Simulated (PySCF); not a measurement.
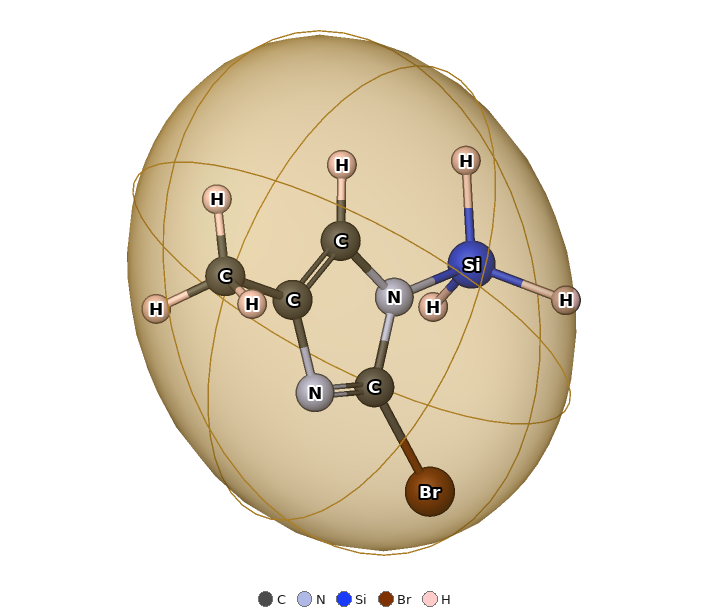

The ellipsoid shows the static dipole polarisability: its half-axes are proportional to the principal values. Computed geometry: GFN2-xTB optimisation. No frequency run is at hand to confirm it as a minimum. Computed with PBE0/def2-SVPD (PySCF 2.14.0).

How large and how anisotropic is the polarisability?

Answer. Principal values 74.2, 111.6, 132.1 bohr³; mean 106.0 bohr³ (15.71 Å³); anisotropy 50.9 bohr³, so the longest axis is 1.78 times the shortest.

The geometry is semi-empirical. Around Br, Si such bond lengths and angles can be off by a tenth of an ångström or more and by several degrees, and values that hang on the shape move with them.
